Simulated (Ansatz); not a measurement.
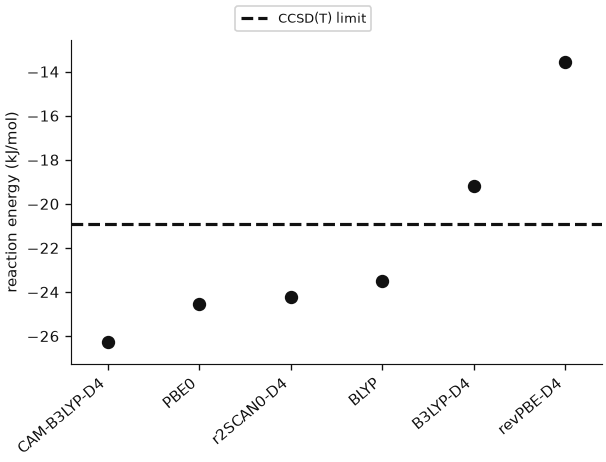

Electronic reaction energy of InHS₂Br₂ (S[S][In]([Br])[Br]) + HCl (Cl) → InBr₂Cl ([Cl][In]([Br])[Br]) + H₂S₂ (SS) (SMILES in brackets) at several levels (functionals in def2-TZVPP unless a basis is named), isolated molecules at PBE0-D4 triple-zeta geometries, minima by their frequencies, no zero-point or thermal terms, the Ansatz code. The line is frozen-core CCSD(T) at the basis limit (MP2 extrapolated from triple and quadruple zeta, plus CCSD(T) less MP2 in a smaller set). No dispersion term is added to PBE0 and BLYP. Core potentials past Kr.

Question: What range do the values span, the line included?

Answer: From −26.3 kJ/mol (CAM-B3LYP-D4) to −13.6 kJ/mol (revPBE-D4).

Question: What do zero-point energy and temperature add?

Answer: Zero-point change 4.2 kJ/mol; at 298.15 K and 1 bar the CCSD(T) limit plus thermal terms gives an enthalpy of reaction of −20.3 and a free energy of −20.8 kJ/mol (harmonic PBE0-D4 modes, ideal gas).

Known limits of this run: no scalar relativity up to krypton; outer-core shells are correlated without core-valence functions, which makes the correlated values less sure; spin-orbit coupling is left out, and with In it can shift these values; one conformer of each flexible molecule.
